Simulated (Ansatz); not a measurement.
Input

```
crystal:
  lattice:
    - [5.973471, 0.01841, 0.191494]
    - [0.018798, 6.854863, 0.424747]
    - [0.171153, 0.426547, 6.809246]
  atoms:
    - { symbol: Si, position: [0.8275557541, 0.8087045699, 0.1505873811] }
    - { symbol: Si, position: [0.0803135284, 0.2874656145, 0.1725302345] }
    - { symbol: Si, position: [0.1753426964, 0.4582676412, 0.8474739941] }
    - { symbol: Si, position: [0.709398642, 0.1508430652, 0.1694594346] }
    - { symbol: Si, position: [0.3148880313, 0.7994932885, 0.5013906522] }
    - { symbol: Si, position: [0.4854374262, 0.6140334376, 0.007818492] }
    - { symbol: Si, position: [0.4708547459, 0.3627706265, 0.34706867] }
    - { symbol: Si, position: [0.8292227698, 0.6499212263, 0.7458447256] }
    - { symbol: Si, position: [0.6696985728, 0.6328265702, 0.4429195186] }
    - { symbol: Si, position: [0.1512785356, 0.6115773292, 0.2533282585] }
    - { symbol: Si, position: [0.3281589511, 0.2031774904, 0.6688331105] }
    - { symbol: Si, position: [0.3175616115, 0.9986514871, 0.1836443522] }
    - { symbol: Si, position: [0.6444771326, 0.3358164907, 0.8465058482] }
    - { symbol: Ti, position: [0.1608635477, 0.8347764926, 0.8745759274] }
    - { symbol: Ti, position: [0.6069202837, 0.9650467316, 0.8715747982] }
    - { symbol: Sn, position: [0.9155964587, 0.0972314195, 0.5607813353] }
basis:
  ecutwfc: 420
kpoints:
  mp_grid: { grid: [6, 5, 5] }
hamiltonian:
  xc: pbe
scf:
  occupations: { method: gaussian, width: 0.1 }
  n_extra_bands: 8
output:
  forces: true
  stress: true
  eigenvalues: true
  populations: true
  dos:
    method: { smearing: { sigma: 0.1, scheme: gaussian } }
    projected: true
    de: 0.02
  write_density: true
  write_potential: true
  elf: true
  volumetric_format: npy
```

Run with:

```sh
ansatz run input.yaml --threads 2 --pin off --max-ram 5120MiB --backend cpu --events-out ev --progress --plain --runs-dir out
```

Not relaxed (largest force 0.3 eV/Å); computed without spin polarisation.

Theory: DFT PBE, scalar-relativistic, plane waves, PAW in Ansatz.

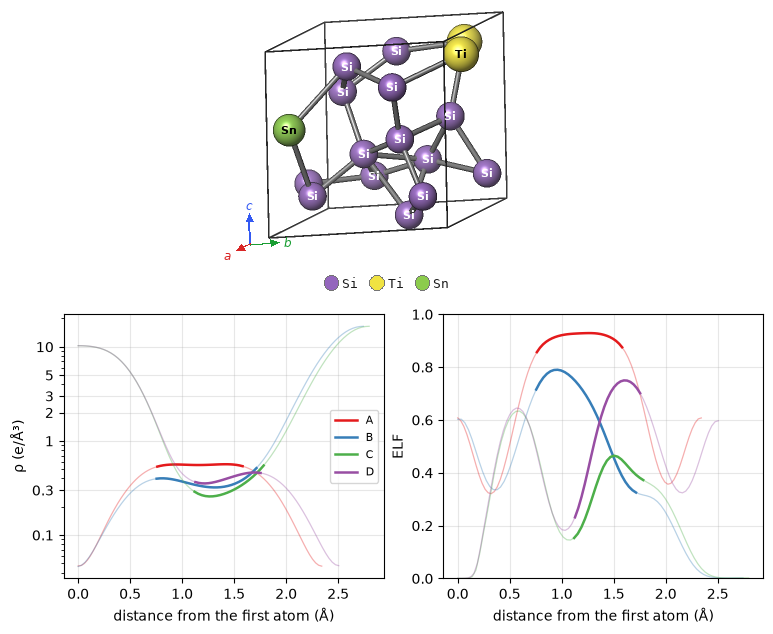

Ti2Si13Sn (amorphous cell). Valence pseudo-density and electron localisation function along straight lines between neighbouring atoms. Thin, pale parts lie inside the atomic spheres. The structure is drawn too.

The density is the valence pseudo-density of a PAW calculation; it isn't the true density close to the nuclei.

Question: Which curve belongs to which contact (Si–Si, Si–Sn, Ti–Si and Ti–Sn)? The first atom named is at distance zero.

Answer: Curve A: Si–Si (2.34 Å): the density is about 0.56 e/Å³ at the midpoint; the ELF peaks at about 0.95 between the atoms. Curve B: Si–Sn (2.74 Å): the density is about 0.32 e/Å³ at the midpoint; the ELF peaks at about 0.80 in the valence shell of Si, 1.0 Å from its nucleus, and is about 0.60 at the midpoint. Curve C: Ti–Sn (2.80 Å): ρ is about 0.27 e/Å³ halfway; the ELF is about 0.40 at the midpoint. Curve D: Ti–Si (2.51 Å): the density is about 0.36 e/Å³ at the midpoint; the ELF peaks at about 0.75 in the valence shell of Si, 0.9 Å from its nucleus, and is about 0.40 at the midpoint.
